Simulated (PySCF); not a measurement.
Ga(H)(OH)2, H3GaO2, SMILES [OH][GaH][OH] at its PBE0/def2-SVP optimised geometry (Å):

```
6

Ga     0.1566     0.3795     0.0000
H      1.7070     0.3795     0.0000
O     -0.7519     1.9054     0.0000
H     -1.7070     1.7796     0.0004
O     -0.8966    -1.0608    -0.0002
H     -0.4360    -1.9054     0.0006
```

Method: PBE0/def2-TZVP (PySCF).

Map of the LUMO amplitude (bohr^(-3/2)) on the plane z = 1.2 Å; orbital energy -0.51 eV, overall sign arbitrary:

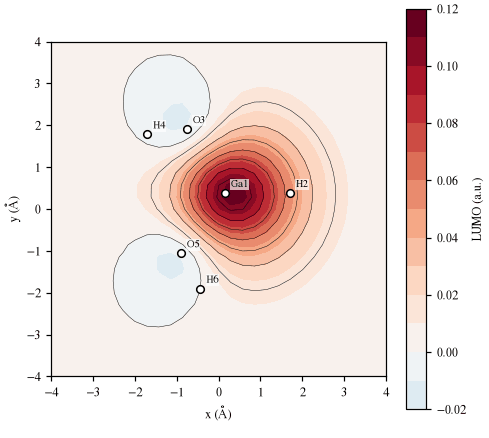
LUMO amplitude (bohr^(-3/2)) on the plane z = 1.2 Å.
